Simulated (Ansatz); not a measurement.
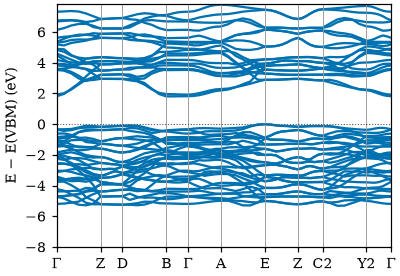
Figure: Band structure from r²SCAN+D4 in the plane-wave PAW code Ansatz

Problem. Read off the gap and where the band edges lie.

Solution. About 1.8 eV (1.81 eV by a search for the band edges); maximum on the A–E line, 94 % of the way from A, minimum at B.

The material is V2O5 in space group P2_1/m (No. 11; Pearson symbol mP14).

The workflow started from a Materials Project entry (that database holds measured and hypothetical structures alike); the Crystallography Open Database copy checked does not list it. COD files the formula under space group No. 31, 59, so this cell is another polymorph or a model. Its standing as an ambient phase is unchecked. The r²SCAN+D4 relaxation kept the symmetry of its start; whether a distortion lowers the energy is not shown. No spin polarisation was allowed. No Hubbard U is applied.

Potentials: the later of the program's two PAW sets.
